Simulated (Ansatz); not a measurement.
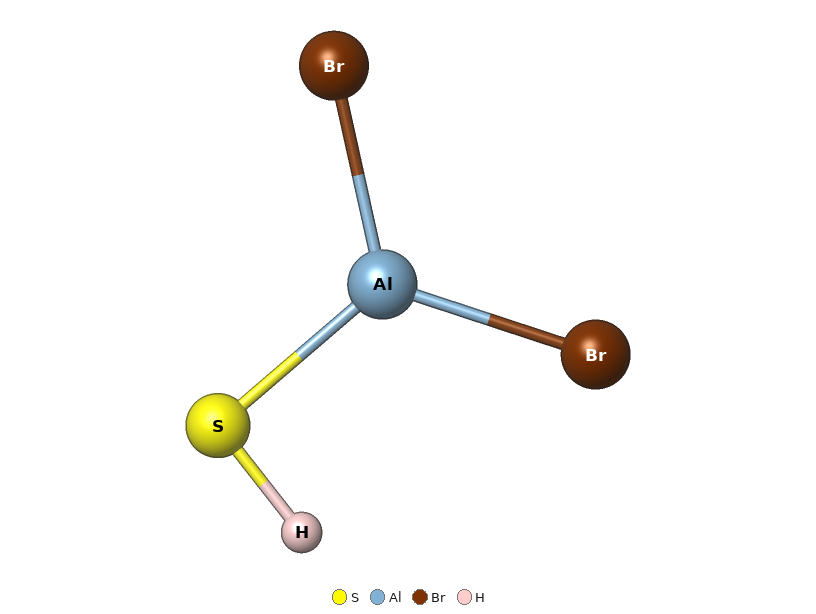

All atoms lie in one plane, which faces the viewer. The geometry was computed by an optimisation with PBE-D4/def2-SVP. No frequency run is at hand to confirm it as a minimum.

**Which symmetry elements does this geometry have?**

It has 1 mirror plane, so the point group is Cs. The group has 2 operations. The geometry is achiral, and symmetry allows a dipole moment.
